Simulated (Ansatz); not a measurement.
# Lattice dynamics of Ga2Pt (Fm-3m)

Wanted: phonon frequencies of Ga2Pt (Fm-3m) and what follows from them.

Method: DFT PBEsol, scalar-relativistic, plane waves, PAW; PAW set soft_1, in Ansatz 0.2.0.

The database entry behind the starting cell differs from later determinations by our own check (0.1 to 0.3 % short, probably kX units), so it need not match the best structure at ambient conditions.

### 1. Set-up

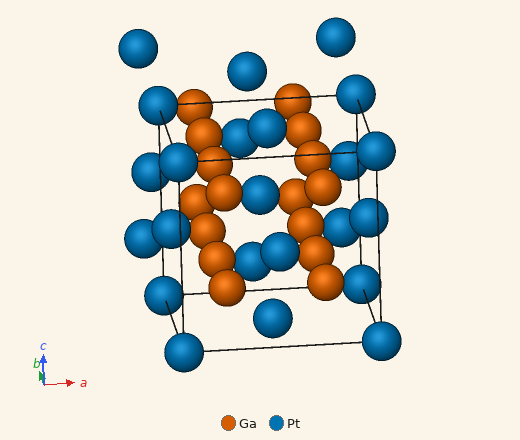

The starting structure, seen slightly off an axis (gallium orange, platinum blue). 1×2×1 cells are drawn. This picture shows the conventional cell, with its axes. Some periodic images of atoms are drawn too.

Coordinates:

```cif
data_structure
_symmetry_space_group_name_H-M 'Fm-3m'
_symmetry_Int_Tables_number 225
_cell_length_a 5.9110
_cell_length_b 5.9110
_cell_length_c 5.9110
_cell_angle_alpha 90.000
_cell_angle_beta 90.000
_cell_angle_gamma 90.000
_cell_volume 206.53
loop_
_atom_site_label
_atom_site_type_symbol
_atom_site_symmetry_multiplicity
_atom_site_Wyckoff_symbol
_atom_site_fract_x
_atom_site_fract_y
_atom_site_fract_z
_atom_site_occupancy
Ga1 Ga 8 c 0.25000 0.75000 0.75000 1
Pt1 Pt 4 a 0.00000 0.00000 0.00000 1
```

### 2. Bringing the structure to rest

Harmonic phonons are second derivatives at a point where the forces vanish, and they are wanted at zero stress, so atoms and cell are relaxed first.

input.yaml reads:

```yaml
crystal:
  lattice:
    - [0.0, 2.9555, 2.9555]
    - [2.9555, 0.0, 2.9555]
    - [2.9555, 2.9555, 0.0]
  atoms:
    - { symbol: Ga, position: [0.25, 0.25, 0.25] }
    - { symbol: Ga, position: [0.75, 0.75, 0.75] }
    - { symbol: Pt, position: [0.0, 0.0, 0.0] }
kpoints:
  mp_grid: { grid: [12, 12, 12] }
hamiltonian:
  xc: pbesol
  pseudopotentials: { kind: paw, azcp: { folder: soft_1 }, xc_functional: pbe }
scf:
  occupations: { method: gaussian, width: 0.1 }
output:
  forces: true
  stress: true
  eigenvalues: true
relax:
  adjacent_minimum: "off"
  f_tol: 0.005
  max_steps: 80
  cell: { stress_tol: 0.05 }
```

Launch:

```console
$ ansatz run input.yaml --threads 4 --pin off --max-ram 10240MiB --backend cpu --events-out ev --progress --plain --runs-dir out
```

Numbers of over 12 decimals in the logs are rounded to 6 here.

The program printed:

```text
Engine: ansatz 0.2.0, x86_64-unknown-linux-gnu
Pseudopotentials: kind: paw
Pseudopotential: Ga, paw, valence charge 13, recommended cutoff 420 eV (normal), soft_1/Ga.paw.azcp
Pseudopotential: Pt, paw, valence charge 18, recommended cutoff 420 eV (normal), soft_1/Pt.paw.azcp
Functional definition: PBEsol
  exchange = pbesol_x
  correlation = pbesol_c
Crystal: 3 atoms, lattice volume = 51.632 Å³
Basis set: ecut = 420 eV, 965 PW (Γ), exchange–correlation on 60×60×60 points (8 copies of the dense FFT grid, shifted against one another)
Bands: 27, of which v1, the nominal top of the filled ones, is band 22 counted from 1 (21 counted from 0)
Symmetry: 48 space group operations
Space group: Fm-3m (ITA 225), of the structure as read, at distance tolerance 3.7e-5 Å
k-points: 72 of 1728
Non-local potential: Ga, projectors of the file, l = 0: 2, l = 1: 2, l = 2: 3, l = 3: 1
Non-local potential: Pt, projectors of the file, l = 0: 3, l = 1: 2, l = 2: 2, l = 3: 1
PAW form: soft (Blöchl's): semilocal exchange-correlation on the pseudo side does not see the compensation charge
PAW frozen core: Ga, regenerated for the run's functional, and the local potential with it (the file was generated under x = pbe(κ = 0.804, μ = 0.219515), c = pbe(β = 0.066725))
PAW frozen core: Pt, regenerated for the run's functional, and the local potential with it (the file was generated under x = pbe(κ = 0.804, μ = 0.219515), c = pbe(β = 0.066725))
PAW one-centre angular grid: Ga, 590 points (default); XC on 64 Gauss nodes
PAW one-centre angular grid: Pt, 590 points (default); XC on 64 Gauss nodes
Initial density: superposition of atomic densities (chi_scale 0.1, normalization cell, long waves kept (reshape's long-wave potential 0.00 eV rms))
Initial wavefunctions: pseudopotential atomic-orbital guess
Functional: x = pbesol(κ = 0.804, μ = 0.123457), c = pbesol(β = 0.046)
SCF iter   1: F=—  HF=-19875.392360 eV  |F-HF|=—  |Δ(HF+E_count)|=         —  Δρ=1.18e-1  dr2=8.87e0  ethr=3.10e-3  ⟨swp⟩=5.3  Hψ=7308  notcnv=0
preconditioner: auto → Kerker (q_TF=auto, 2.657 Å⁻¹)  [metal: Δε(μ)=0.006 eV  Ē_g=15.097 eV  σ=0.100 eV  W_gap=0.03  n_scr=14 (ndim 8)  ℏωp=31.0 eV  f_vac=0.007  D(μ)=1.46/eV (n_scr^D=14)]
SCF iter   2: F=—  HF=-19873.569026 eV  |F-HF|=—  |Δ(HF+E_count)|=    1.82e0  Δρ=3.17e-2  dr2=2.49e-1  ethr=3.10e-3  ⟨swp⟩=2.4  Hψ=4380  notcnv=0  defer=50
SCF iter   3: F=—  HF=-19873.538275 eV  |F-HF|=—  |Δ(HF+E_count)|=   3.08e-2  Δρ=1.60e-2  dr2=4.93e-2  ethr=5.66e-4  ⟨swp⟩=3.0  Hψ=3986  notcnv=0  defer=54
SCF iter   4: F=—  HF=-19873.543187 eV  |F-HF|=—  |Δ(HF+E_count)|=   4.91e-3  Δρ=3.64e-3  dr2=6.86e-3  ethr=1.12e-4  ⟨swp⟩=2.0  Hψ=3482  notcnv=0  defer=54
SCF iter   5: F=—  HF=-19873.538193 eV  |F-HF|=—  |Δ(HF+E_count)|=   4.99e-3  Δρ=1.66e-3  dr2=2.45e-3  ethr=1.56e-5  ⟨swp⟩=2.0  Hψ=2782  notcnv=0  defer=54
SCF iter   6: F=—  HF=-19873.538493 eV  |F-HF|=—  |Δ(HF+E_count)|=   3.00e-4  Δρ=4.65e-4  dr2=2.03e-4  ethr=5.56e-6  ⟨swp⟩=2.5  Hψ=2940  notcnv=0  defer=54
SCF iter   7: F=—  HF=-19873.538588 eV  |F-HF|=—  |Δ(HF+E_count)|=   9.44e-5  Δρ=1.94e-4  dr2=2.43e-5  ethr=4.62e-7  ⟨swp⟩=2.0  Hψ=2339  notcnv=0  defer=54
SCF iter   8: F=—  HF=-19873.538598 eV  |F-HF|=—  |Δ(HF+E_count)|=   1.09e-5  Δρ=4.97e-5  dr2=1.35e-6  ethr=5.52e-8  ⟨swp⟩=2.0  Hψ=2398  notcnv=0  defer=54
SCF iter   9: F=—  HF=-19873.538599 eV  |F-HF|=—  |Δ(HF+E_count)|=   1.02e-6  Δρ=1.82e-5  dr2=9.14e-8  ethr=2.27e-10  ⟨swp⟩=5.8  Hψ=9407  notcnv=0
SCF iter  10: F=-19873.538600 eV  HF=-19873.538600 eV  |F-HF|=5.09e-10  |Δ(HF+E_count)|=   5.92e-8  Δρ=2.24e-6  dr2=2.08e-9  ethr=2.08e-10  ⟨swp⟩=4.3  Hψ=6788  notcnv=0
SCF 1 converged in 10 iterations: F = -19873.538600 eV  dr2 = 2.08e-9
  greatest PAW one-centre occupation: 1.000 electrons in one spin orbital (limit 2), on the Pt atom at site 2 (counted from 0), in its partial waves of l = 0
relax step   1: F+E_penalty+E_count = -19873.53859955 eV  Δ(F+E_penalty+E_count) = +0.000e0 eV  max|allowed force component| = 5.397e-18 eV/Å  Δτ_max = 0.0000 Å  P = +0.562 GPa  Ω = 51.632 Å³  (10 SCF iters, dr2 threshold 1.00e-7 eV, accepted)
Crystal: 3 atoms, lattice volume = 51.912 Å³
Initial density: handed on by an earlier stage of this run
Initial wavefunctions: those handed on with the density
iter 1 solved again at ethr=3.85e-7 eV; its pass at ethr=3.10e-3 eV (dr2=1.70e-4 eV) is discarded
SCF iter   1: F=—  HF=-19873.538899 eV  |F-HF|=—  |Δ(HF+E_count)|=         —  Δρ=5.82e-4  dr2=2.42e-4  ethr=3.85e-7  ⟨swp⟩=2.0  Hψ=9000  notcnv=0
preconditioner: auto → LDOS  [metal: Δε(μ)=0.076 eV  Ē_g=14.831 eV  σ=0.100 eV  W_gap=0.39  n_scr=14 (ndim 8)  ℏωp=30.9 eV  f_vac=0.036  D(μ)=0.98/eV (n_scr^D=8)  β→1.0]
SCF iter   2: F=—  HF=-19873.538878 eV  |F-HF|=—  |Δ(HF+E_count)|=   2.13e-5  Δρ=4.18e-4  dr2=1.08e-4  ethr=3.85e-7  ⟨swp⟩=2.4  Hψ=3469  notcnv=0
SCF iter   3: F=—  HF=-19873.538854 eV  |F-HF|=—  |Δ(HF+E_count)|=   2.45e-5  Δρ=6.11e-5  dr2=2.31e-6  ethr=2.45e-7  ⟨swp⟩=3.0  Hψ=3552  notcnv=0
SCF iter   4: F=-19873.538853 eV  HF=-19873.538853 eV  |F-HF|=1.85e-7  |Δ(HF+E_count)|=   5.71e-7  Δρ=1.82e-5  dr2=9.68e-8  ethr=6.82e-10  ⟨swp⟩=5.5  Hψ=8518  notcnv=0
SCF 2 converged in 4 iterations: F = -19873.538853 eV  dr2 = 9.68e-8
relax step   2: F+E_penalty+E_count = -19873.53885276 eV  Δ(F+E_penalty+E_count) = -2.532e-4 eV  max|allowed force component| = 3.778e-17 eV/Å  Δτ_max = 0.0000 Å  P = -0.158 GPa  Ω = 51.912 Å³  energy of the carried Pulay correction = -9.624e-5 eV  (4 SCF iters, dr2 threshold 3.00e-7 eV, accepted)
Crystal: 3 atoms, lattice volume = 51.850 Å³
iter 1 solved again at ethr=1.88e-8 eV; its pass at ethr=3.10e-3 eV (dr2=8.27e-6 eV) is discarded
SCF iter   1: F=—  HF=-19873.538908 eV  |F-HF|=—  |Δ(HF+E_count)|=         —  Δρ=1.29e-4  dr2=1.12e-5  ethr=1.88e-8  ⟨swp⟩=2.0  Hψ=8967  notcnv=0
preconditioner: auto → LDOS  [metal: Δε(μ)=0.081 eV  Ē_g=14.841 eV  σ=0.100 eV  W_gap=0.42  n_scr=14 (ndim 8)  ℏωp=30.9 eV  f_vac=0.036  D(μ)=0.98/eV (n_scr^D=8)  β→1.0]
SCF iter   2: F=—  HF=-19873.538906 eV  |F-HF|=—  |Δ(HF+E_count)|=   1.87e-6  Δρ=9.77e-5  dr2=5.42e-6  ethr=1.88e-8  ⟨swp⟩=2.0  Hψ=3232  notcnv=0
SCF iter   3: F=—  HF=-19873.538904 eV  |F-HF|=—  |Δ(HF+E_count)|=   1.54e-6  Δρ=1.65e-5  dr2=1.21e-7  ethr=1.23e-8  ⟨swp⟩=2.0  Hψ=3226  notcnv=0
SCF iter   4: F=-19873.538904 eV  HF=-19873.538904 eV  |F-HF|=1.05e-8  |Δ(HF+E_count)|=   6.14e-8  Δρ=4.44e-6  dr2=7.85e-9  ethr=1.41e-10  ⟨swp⟩=4.9  Hψ=7809  notcnv=0
SCF 3 converged in 4 iterations: F = -19873.538904 eV  dr2 = 7.85e-9
relax step   3: F+E_penalty+E_count = -19873.53890440 eV  Δ(F+E_penalty+E_count) = -5.164e-5 eV  max|allowed force component| = 1.908e-17 eV/Å  Δτ_max = 0.0000 Å  P = -0.001 GPa  Ω = 51.850 Å³  energy of the carried Pulay correction = -7.514e-5 eV  (4 SCF iters, dr2 threshold 6.20e-8 eV, accepted)
Initial wavefunctions: pseudopotential atomic-orbital guess (no wavefunctions were taken with the density)
iter 1 solved again at ethr=1.11e-8 eV; its pass at ethr=3.10e-3 eV (dr2=4.87e-6 eV) is discarded
SCF iter   1: F=—  HF=-19873.538983 eV  |F-HF|=—  |Δ(HF+E_count)|=         —  Δρ=8.19e-6  dr2=1.26e-8  ethr=1.11e-8  ⟨swp⟩=4.0  Hψ=13565  notcnv=0
preconditioner: auto → LDOS  [metal: Δε(μ)=0.081 eV  Ē_g=14.840 eV  σ=0.100 eV  W_gap=0.42  n_scr=14 (ndim 8)  ℏωp=30.9 eV  f_vac=0.036  D(μ)=0.98/eV (n_scr^D=8)  β→1.0]
SCF iter   2: F=—  HF=-19873.538980 eV  |F-HF|=—  |Δ(HF+E_count)|=   2.81e-6  Δρ=1.04e-5  dr2=3.06e-8  ethr=2.86e-11  ⟨swp⟩=3.1  Hψ=4273  notcnv=0
SCF iter   3: F=—  HF=-19873.538980 eV  |F-HF|=—  |Δ(HF+E_count)|=   3.04e-8  Δρ=4.12e-6  dr2=5.01e-9  ethr=2.86e-11  ⟨swp⟩=2.6  Hψ=3584  notcnv=0
SCF iter   4: F=—  HF=-19873.538980 eV  |F-HF|=—  |Δ(HF+E_count)|=   4.69e-9  Δρ=8.89e-7  dr2=3.29e-10  ethr=1.14e-11  ⟨swp⟩=2.0  Hψ=3189  notcnv=0
SCF iter   5: F=-19873.538980 eV  HF=-19873.538980 eV  |F-HF|=1.46e-11  |Δ(HF+E_count)|=  1.75e-10  Δρ=9.56e-8  dr2=4.32e-12  ethr=1.00e-12  ⟨swp⟩=4.6  Hψ=10281  notcnv=0
SCF 4 converged in 5 iterations: F = -19873.538980 eV  dr2 = 4.32e-12
relax step   4: F+E_penalty+E_count = -19873.53898043 eV  Δ(F+E_penalty+E_count) = -7.603e-5 eV  max|allowed force component| = 1.156e-17 eV/Å  Δτ_max = 0.0000 Å  P = -0.002 GPa  Ω = 51.850 Å³  stress off target by 2.26e-3 GPa  SCF on the basis re-selected at this cell (its energy is not comparable with the rows above)  (5 SCF iters)
basis re-selected at this cell: Δ(F+E_penalty+E_count) = -7.603e-5 eV, ΔP = -0.001 GPa vs the last step (what re-selecting the basis moved, of the pressure what is left beyond the Pulay correction that the steps carried, after the strain that the cell walked since its last selection, with what the two solves' SCF thresholds leave and, on support functions, any second-order correction that the steps lacked; it is no m [...]
SCF converged after 5 iterations
Free energy (F): -19873.538980 eV
Harris-Foulkes:  -19873.538980 eV  (|F-HF|=1.46e-11)
Internal energy: -19873.534090 eV  (E = F + TS)
E sigma→0 (E₀):  -19873.536535 eV
Entropy (-TS):   -0.004890 eV (-1.630 meV/atom)
Fermi energy:    13.611295 eV
--- Per-component energies (eV) ---
  E_band       = -283.507253
  E_kinetic    = 822.999382
  E_local      = -4510.399925  (includes V_loc(G=0)·N_el)
  E_nonlocal   = 22.373563
  E_hartree    = 2451.111773
  E_xc         = -358.111673
  E_vxc        = -384.959817  (∫ρ·V_xc dr)
  E_paw        = -13250.745469  (= ΣΔE_a)
  E_vpaw       = -1135.744788  (= ΣTr[D̂ρ^β])
  E_aug_tail   = 0.000640  (compensation charges beyond the density's cutoff)
  E_ewald      = -5052.775370
  E_core_change = 2.012989  (= ΣΔE_core)
  E_smearing   = -0.004890  (= −TS)
  E_closure    = 0.000000  (closes the sum)
  Σ components = -19873.538980   (vs F -19873.538980, Δ=0.00e0)
--- Forces (eV/Å), atoms counted from 1 ---
  atom   1  Ga     0.00000000     0.00000000    -0.00000000
  atom   2  Ga    -0.00000000    -0.00000000     0.00000000
  atom   3  Pt    -0.00000000     0.00000000     0.00000000
  max |Σ_I F_I| component: 4.63e-18 eV/Å
--- Stress (GPa, compression-positive) ---
       -0.002258       0.000000       0.000000
        0.000000      -0.002258       0.000000
        0.000000       0.000000      -0.002258
  P = ⅓ Tr σ = -0.0023 GPa (-0.023 kbar)
--- Band table (eV; the first three rows and the last of 72) ---
  k-point 0: bands = [... 18 lower, 10.2890, 10.2890, 13.7120, 18.7862, 18.7862, 18.7862, 18.7965, 18.7965, ... 1 higher]
  k-point 1: bands = [... 18 lower, 10.2685, 10.2685, 13.8608, 17.0009, 17.9477, 17.9477, 19.3829, 19.3829, ... 1 higher]
  k-point 2: bands = [... 18 lower, 10.2240, 10.2240, 13.9024, 15.5972, 17.0934, 17.0934, 18.9172, 19.3490, ... 1 higher]
  k-point 71: bands = [... 18 lower, 10.0803, 10.5701, 10.7474, 10.7474, 12.6584, 18.4969, 18.4969, 20.7979, ... 1 higher]
--- Relaxed structure (3 steps of the walk, 3 accepted, 1 SCFs on fresh bases) ---
  F+E_penalty+E_count = -19873.53898043 eV   max|allowed force component| = 1.156e-17 eV/Å   (the final SCF, on the basis selected at the relaxed cell)
  cell:  # Å, volume = 51.8505 Å³
    - [0, 2.959654, 2.959654]
    - [2.959654, 0, 2.959654]
    - [2.959654, 2.959654, 0]
  atoms:
    - { symbol: Ga, position: [0.250000, 0.250000, 0.250000] }
    - { symbol: Ga, position: [0.750000, 0.750000, 0.750000] }
    - { symbol: Pt, position: [0, 0, 0] }
```

It took 3.4 s on 4 threads of Intel Xeon 6975P-C (Granite Rapids), shared host; peak memory 0.58 GiB; 12 s of CPU time.

The steps of the relaxation:

| step | energy less that of the first step (eV) | largest force component (eV/Å) | pressure (GPa) | volume (Å³) |
| --- | --- | --- | --- | --- |
| 1 | 0.0000 | 0.0000 | 0.56 | 51.63 |
| 2 | -0.0003 | 0.0000 | -0.16 | 51.91 |
| 3 | -0.0003 | 0.0000 | 0.00 | 51.85 |
| 4* | -0.0004 | 0.0000 | 0.00 | 51.85 |

Relaxation steps marked * repeat the geometry before them on a plane-wave basis chosen anew for their cell, so energy and pressure can jump there.

Forces are held to the 48 operations that the run works with; a distortion that breaks them can't arise in this run.

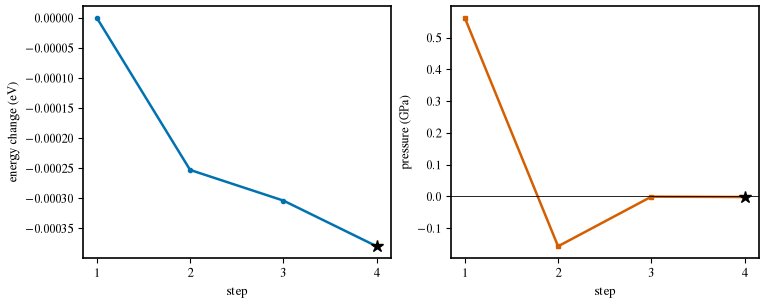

Energy and pressure along the relaxation. Stars mark steps on a basis chosen anew.

| conventional cell, symmetrised | before | after | change |
| --- | --- | --- | --- |
| a (Å) | 5.911 | 5.919 | +0.1 % |
| b (Å) | 5.911 | 5.919 | +0.1 % |
| c (Å) | 5.911 | 5.919 | +0.1 % |
| volume (Å³/atom) | 17.21 | 17.28 | +0.4 % |

The relaxed structure:

```cif
data_structure
_symmetry_space_group_name_H-M 'P 1'
_symmetry_Int_Tables_number 1
_cell_length_a 4.1856
_cell_length_b 4.1856
_cell_length_c 4.1856
_cell_angle_alpha 60.000
_cell_angle_beta 60.000
_cell_angle_gamma 60.000
_cell_volume 51.85
loop_
_atom_site_label
_atom_site_type_symbol
_atom_site_fract_x
_atom_site_fract_y
_atom_site_fract_z
_atom_site_occupancy
Ga1 Ga 0.25000 0.25000 0.25000 1
Ga2 Ga 0.75000 0.75000 0.75000 1
Pt3 Pt 0.00000 0.00000 0.00000 1
```

This step gave:

| Item | Value |
| --- | --- |
| pressure | -0.002258 GPa |
| volume per atom | 17.28 Å³ |
| gap on the k-mesh | 0 eV |

In this step the volume went from 17.21 to 17.28 Å³/atom.

### 3. Relaxing to small forces for the phonons

Phonons need a cell at rest on their own settings, so the relaxation is repeated with tight tolerances on forces and stress, using the mesh and the filling of the phonon run that follows.

input.yaml, the sections that differ from step 2:

```yaml
crystal:
  lattice:
    - [0.0, 2.9596537422, 2.9596537422]
    - [2.9596537422, 0.0, 2.9596537422]
    - [2.9596537422, 2.9596537422, 0.0]
  atoms:
    - { symbol: Ga, position: [0.25, 0.25, 0.25] }
    - { symbol: Ga, position: [0.75, 0.75, 0.75] }
    - { symbol: Pt, position: [0.0, 0.0, 0.0] }
scf:
  occupations: { method: methfessel_paxton, width: 0.2 }
relax:
  adjacent_minimum: "off"
  f_tol: 0.001
  max_steps: 60
  cell: { stress_tol: 0.01 }
# kpoints, hamiltonian, output: as in step 2
```

The program printed:

```text
[...]
Crystal: 3 atoms, lattice volume = 51.850 Å³
Basis set: ecut = 420 eV, 965 PW (Γ), exchange–correlation on 60×60×60 points (8 copies of the dense FFT grid, shifted against one another)
Bands: 27, of which v1, the nominal top of the filled ones, is band 22 counted from 1 (21 counted from 0)
Symmetry: 48 space group operations
[...]
k-points: 72 of 1728
[...]
k-point 71: bands = [... 18 lower, 10.0842, 10.5742, 10.7516, 10.7516, 12.6630, 18.5032, 18.5032, 20.8044, ... 1 higher]
--- Relaxed structure (3 steps of the walk, 3 accepted, 1 SCFs on fresh bases) ---
[...]
cell:  # Å, volume = 51.8358 Å³
    - [0, 2.959375, 2.959375]
    - [2.959375, 0, 2.959375]
    - [2.959375, 2.959375, 0]
  atoms:
    - { symbol: Ga, position: [0.25, 0.25, 0.25] }
    - { symbol: Ga, position: [0.75, 0.75, 0.75] }
    - { symbol: Pt, position: [0, 0, 0] }
[key lines of the parts left out:]
SCF converged after 4 iterations
Free energy (F): -19873.535671 eV
Fermi energy:    13.605134 eV
P = ⅓ Tr σ = 0.0000 GPa (0.000 kbar)
```

It took 3.1 s on 4 threads; peak memory 0.59 GiB.

Little changed from the start: no atom moved by 0.005 Å and no cell edge by 0.1 %.

Numbers from this step:

- pressure: 2.17e-5 GPa

The forces vanish by symmetry and the pressure is 0.000 GPa, within the tolerances set. The cell now holds 17.28 Å³/atom.

(Continued in part 2 of 2.)

[Logs are printed without paths, hosts, clocks, repeated set-up lines and the standing remarks that a program may print on its own settings, such as how far it seeks lower states.]

[Hosts, paths, dates, database ids (printed as entryN), source tags and the programs' standing remarks are cut or masked in the printed files.]
